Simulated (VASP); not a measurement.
Input:

```yaml
crystal:
  lattice:
    - [3.06623, 0.00000, 0.00000]
    - [-1.53312, 2.65544, 0.00000]
    - [0.00000, 0.00000, 8.56601]
  atoms:
    - { symbol: W, position: [0.33333, 0.66667, 0.03789] }
    - { symbol: W, position: [0.66667, 0.33333, 0.53789] }
    - { symbol: Se, position: [0.33333, 0.66667, 0.33711] }
    - { symbol: Se, position: [0.66667, 0.33333, 0.83711] }
```

Level of theory: PBEsol GGA, VASP's PBE PAW potentials (set 64) (plane waves; VASP 6.6.1). Numerical set-up: 400 eV cut-off, 13×13×4 Γ-centred mesh, tetrahedra with Blöchl corrections, potentials W_sv Se.

Unless said otherwise, spin-orbit coupling is left out, though it shifts the bands of the heavy elements here.

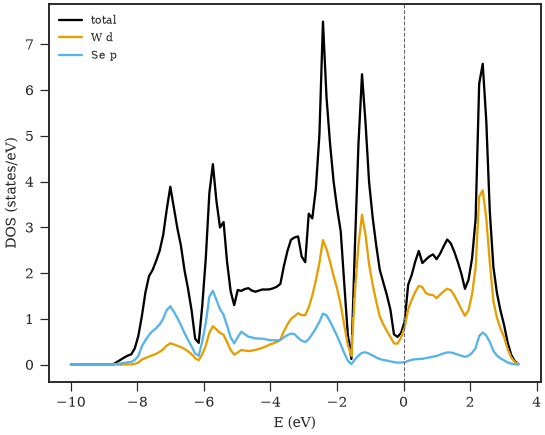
*Total and projected density of states, zero at the Fermi level*

Within 2 eV below the Fermi level the largest weight inside VASP's projection spheres is W d.

It has no gap at this level: it comes out as a metal or semimetal.

The structure was generated: WSe was put into the wurtzite type (P6_3mc), which need not be its known phase. It was relaxed first, which changed the volume by -50 %.
